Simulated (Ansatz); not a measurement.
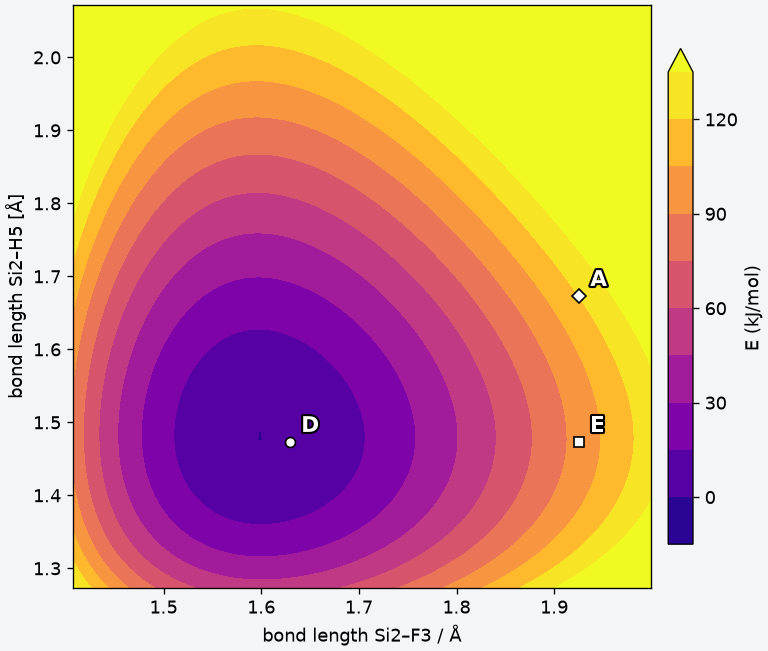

ClFHOSi, SMILES [O][SiH](F)Cl, spin multiplicity 2. First axis: bond length Si2–F3. Second axis: bond length Si2–H5. Nothing is relaxed (all other coordinates rigid). The scan uses a 9 × 9 grid. Points are written as (first, second). All energies are given in kJ/mol relative to the relaxed molecule at the same level. Theory: Ansatz 0.2.0, UKS PBE-D4/def2-TZVP.

The picture shows filled contours, one colour for all values above the top of the scale, lettered points. Between grid points the surface is interpolated.

Question: Is D the lowest point of the computed grid?

Answer: Yes. D, at (1.629 Å, 1.473 Å), has the lowest energy of the grid.

Question: What kind of point is each of A, D, E: minimum, saddle, maximum or slope?

Answer: A: on a slope; D: minimum; E: on a slope. (In these two coordinates alone; a stationary point may lie a little off the grid point.)
